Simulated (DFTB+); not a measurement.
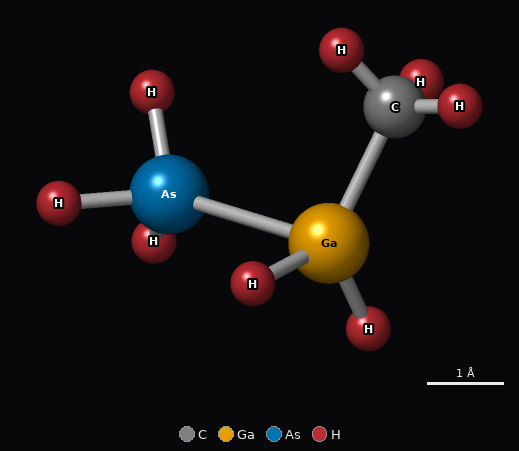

Figure 1. The structure as given in the input (ball-and-stick view, seen at a tilt). Sticks mark near contacts. Bond lengths as drawn: As–Ga 2.86 Å, As–H 1.49 to 1.50 Å, C–Ga 2.01 Å, C–H 1.09 to 1.10 Å and Ga–H 1.57 Å.

Energy and gradient calculation of CH$_{8}$AsGa

- system: CH$_{8}$AsGa
- method: GFN2-xTB, R-SCC, dispersion built in, COSMO solvent thf (DFTB+ 25.1)

The geometry comes from this level: GFN2-xTB.

Input file (dftb_in.hsd)
```
Geometry = GenFormat {
  11 C
  C Ga As H
     1  1     -0.833910      1.481270     -0.966570
     2  2     -0.986240     -0.510420     -0.713530
     3  3      1.168760     -0.898470      1.120560
     4  4      0.153470      1.753310     -1.358020
     5  4     -0.971000      2.010210     -0.015950
     6  4     -1.576200      1.880740     -1.665130
     7  4     -0.382420     -1.546360     -1.728890
     8  4     -2.013790     -1.166070      0.278630
     9  4      1.026550     -1.449870      2.500330
    10  4      2.041320      0.196610      1.651220
    11  4      2.373450     -1.750950      0.897350
}

Hamiltonian = xTB {
  Method = "GFN2-xTB"
  Solvation = Cosmo {
    Solvent = fromName {
      "thf"
    }
    RadiiScaling {
      C = 1.1
      Ga = 1.1
      As = 1.1
      H = 1.1
    }
    AngularGrid = 110
    FreeEnergyShift [kcal/mol] = 0.0
    Solver = DomainDecomposition {
      MaxMoment = 10
      Accuracy = 1e-08
    }
  }
}

Analysis {
  PrintForces = Yes
}

Options {
  WriteResultsTag = Yes
}

ParserOptions {
  ParserVersion = 14
}
```

Run on 1 thread of Intel Xeon @ 2.50GHz (Skylake/Cascade Lake), 32 GiB of memory available, shared host.

Command:
```bash
dftb+ > output.log
```

What the program printed
```
|  DFTB+ development version (commit: a23bfb2)

Reading input file 'dftb_in.hsd'
Parser version: 14

--------------------------------------------------------------------------------

Processed input in HSD format written to 'dftb_pin.hsd'

Starting initialization...
--------------------------------------------------------------------------------
OpenMP threads:              1
Chosen random seed:          538634973
Current stacksize:           unlimited
Mode:                        Static calculation
Self consistent charges:     Yes
SCC-tolerance:                 0.100000E-04
Max. scc iterations:                    100
Shell resolved Hubbard:      Yes
Spin polarisation:           No
Nr. of up electrons:            10.000000
Nr. of down electrons:          10.000000
Periodic boundaries:         No
Electronic solver:           Relatively robust
Mixer:                       Broyden mixer
Mixing parameter:                  0.200000
Nr. of chrg. vec. in memory:            100
Max. SCC-cycles:                        100
tblite library version:      0.3.0
-> parametrization:          GFN2-xTB
-> repulsion:                Yes
-> dispersion:               Yes
-> halogen bonding:          No
-> electrostatics:           Yes
   -> isotropic:             Yes
   -> anisotropic:           Yes
   -> third-order:           Yes
Electronic temperature:              0.950045E-03 H      0.258520E-01 eV
Initial charges:             Set automatically (system chrg:   0.000E+00)
Included shells:             C:  s, p
                            Ga:  s, p, d
                            As:  s, p, d
                             H:  s
Solvation:                   conductor like screening model
Dielectric constant:           1.000000E+01
Free energy shift:             0.000000E+00 H      0.000000E+00 eV
Grid points:                   1.210000E+03 total           110 per atom
Solver:                      domain decomposition
SASA model:                  No
Solvated fields rescaled:    Yes
Extra options:
                             Mulliken analysis
                             Force calculation
Force type                   original

--------------------------------------------------------------------------------

***  Geometry step: 0

 iSCC Total electronic   Diff electronic      SCC error
    1   -0.97348157E+01    0.00000000E+00    0.19634785E+01
    2   -0.97936371E+01   -0.97348157E+01    0.14225140E+01
    3   -0.98149496E+01   -0.58821383E-01    0.13180216E+01
    4   -0.98109357E+01   -0.21312496E-01    0.51156968E+00
    5   -0.98078753E+01    0.40138850E-02    0.49053955E+00
    6   -0.98136807E+01    0.30604447E-02    0.11399283E+00
    7   -0.98144303E+01   -0.58053840E-02    0.90654404E-01
    8   -0.98155111E+01   -0.74963728E-03    0.36958933E-01
    9   -0.98154322E+01   -0.10808002E-02    0.22055704E-01
   10   -0.98156128E+01    0.78883739E-04    0.76588080E-02
   11   -0.98156880E+01   -0.18058811E-03    0.45511399E-02
   12   -0.98156770E+01   -0.75206061E-04    0.18235290E-02
   13   -0.98156640E+01    0.11043960E-04    0.12342911E-02
   14   -0.98156759E+01    0.12995237E-04    0.57917732E-04
   15   -0.98156766E+01   -0.11884172E-04    0.13163139E-03
   16   -0.98156760E+01   -0.77377679E-06    0.81843089E-05

Total Energy:                       -9.7431909678 H         -265.1257 eV
Extrapolated to 0K:                 -9.7431909678 H         -265.1257 eV
Total Mermin free energy:           -9.7431909678 H         -265.1257 eV
Force related energy:               -9.7431909678 H         -265.1257 eV

Cavity information written to dftbp.cosmo

--------------------------------------------------------------------------------
--------------------------------------------------------------------------------
SCC                                    +       0.74 ( 96.4%)       0.76 ( 96.5%)
Post-SCC processing                    +       0.02 (  2.1%)       0.02 (  2.2%)
--------------------------------------------------------------------------------
Missing                                +       0.01 (  1.5%)       0.01 (  1.4%)
Total                                  =       0.77 (100.0%)       0.79 (100.0%)
--------------------------------------------------------------------------------
```

File detailed.out
```
Fermi distribution function

Calculation with static geometry

********************************************************************************
 iSCC Total electronic   Diff electronic      SCC error
   16   -0.98156760E+01   -0.77377679E-06    0.81843089E-05
********************************************************************************

 Total charge:    -0.00000000

 Atomic gross charges (e)
 Atom           Charge
    1      -0.14935982
    2      -0.06631078
    3       0.14157879
    4       0.08078717
    5       0.08053404
    6       0.06146002
    7      -0.16553675
    8      -0.16607804
    9       0.05892287
   10       0.06378308
   11       0.06021943

Nr. of electrons (up):     20.00000000
Atom populations (up)
 Atom       Population
    1       4.14935982
    2       3.06631078
    3       4.85842121
    4       0.91921283
    5       0.91946596
    6       0.93853998
    7       1.16553675
    8       1.16607804
    9       0.94107713
   10       0.93621692
   11       0.93978057

l-shell populations (up)
 Atom Sh.   l       Population
    1   1   0       1.04734125
    1   2   1       3.10201857
    2   1   0       1.45836380
    2   2   1       1.12228922
    2   3   2       0.48565775
    3   1   0       1.81011771
    3   2   1       2.91468645
    3   3   2       0.13361706
    4   1   0       0.91921283
    5   1   0       0.91946596
    6   1   0       0.93853998
    7   1   0       1.16553675
    8   1   0       1.16607804
    9   1   0       0.94107713
   10   1   0       0.93621692
   11   1   0       0.93978057

Orbital populations (up)
 Atom Sh.   l   m       Population  Label
    1   1   0   0       1.04734125  s
    1   2   1  -1       1.10416596  p_y
    1   2   1   0       1.00039712  p_z
    1   2   1   1       0.99745549  p_x
    2   1   0   0       1.45836380  s
    2   2   1  -1       0.49959032  p_y
    2   2   1   0       0.34285218  p_z
    2   2   1   1       0.27984672  p_x
    2   3   2  -2       0.03790587  d_xy
    2   3   2  -1       0.08948872  d_yz
    2   3   2   0       0.15471248  d_z2
    2   3   2   1       0.08480630  d_xz
    2   3   2   2       0.11874438  d_x2-y2
    3   1   0   0       1.81011771  s
    3   2   1  -1       0.89549611  p_y
    3   2   1   0       0.99470471  p_z
    3   2   1   1       1.02448563  p_x
    3   3   2  -2       0.05449088  d_xy
    3   3   2  -1      -0.00222568  d_yz
    3   3   2   0       0.02292046  d_z2
    3   3   2   1       0.00430775  d_xz
    3   3   2   2       0.05412365  d_x2-y2
    4   1   0   0       0.91921283  s
    5   1   0   0       0.91946596  s
    6   1   0   0       0.93853998  s
    7   1   0   0       1.16553675  s
    8   1   0   0       1.16607804  s
    9   1   0   0       0.94107713  s
   10   1   0   0       0.93621692  s
   11   1   0   0       0.93978057  s

Fermi level:                        -0.3015887411 H           -8.2066 eV
Band energy:                        -9.7961286408 H         -266.5662 eV
TS:                                  0.0000000000 H            0.0000 eV
Band free energy (E-TS):            -9.7961286408 H         -266.5662 eV
Extrapolated E(0K):                 -9.7961286408 H         -266.5662 eV
Input / Output electrons (q):     20.0000000000     20.0000000000

Energy H0:                          -9.8256210186 H         -267.3688 eV
Energy SCC:                          0.0249783789 H            0.6797 eV
Solvation energy:                   -0.0150333504 H           -0.4091 eV
Total Electronic energy:            -9.8156759901 H         -267.0981 eV
Repulsive energy:                    0.0785267359 H            2.1368 eV
Total energy:                       -9.7431909678 H         -265.1257 eV
Extrapolated to 0:                  -9.7431909678 H         -265.1257 eV
Total Mermin free energy:           -9.7431909678 H         -265.1257 eV
Force related energy:               -9.7431909678 H         -265.1257 eV

Non-constrained calculation

SCC converged

Total Forces
    1     -0.000649686842     -0.001872613365     -0.000135353529
    2      0.007494427162      0.006518657471      0.004898663071
    3     -0.001752208630      0.000984156858     -0.001368290152
    4      0.000184002890     -0.000726496132     -0.000023810338
    5     -0.000105511777     -0.000666719888      0.000321301749
    6     -0.000581284123     -0.000011854457     -0.000469198916
    7     -0.001499613864     -0.002042349560     -0.000968053316
    8     -0.001655910118     -0.002058689238     -0.000890805834
    9     -0.000847390908     -0.000164141141     -0.000084802226
   10     -0.000451836399      0.000265703252     -0.000526359031
   11     -0.000134987391     -0.000225653799     -0.000753291477

Maximal derivative component:        0.749443E-02 au

Dipole moment:    1.54393405    0.94556125    1.08340487 au
Dipole moment:    3.92428925    2.40337717    2.75374073 Debye
```

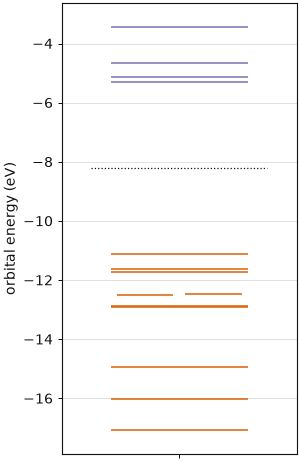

Figure 2. Orbital energies near the frontier; the dotted line parts filled from empty levels, and levels within 0.02 eV of each other stand side by side. Highest filled −11.12 eV, lowest empty −5.30 eV, 5.82 eV apart.

Key numbers

| quantity | value |
| --- | --- |
| outcome | converged |
| Mermin free energy | −9.743191 hartree |
| solvation energy | −0.015033 hartree |
| basis functions | 30 |
| largest force | 0.570 eV/Å |
| HOMO | −11.12 eV |
| LUMO | −5.30 eV |
| dipole moment | 5.36 D |
| wall time | 0.87 s |
| peak memory | 0.07 GiB |

Settings chosen away from the usual ones: angular_grid.
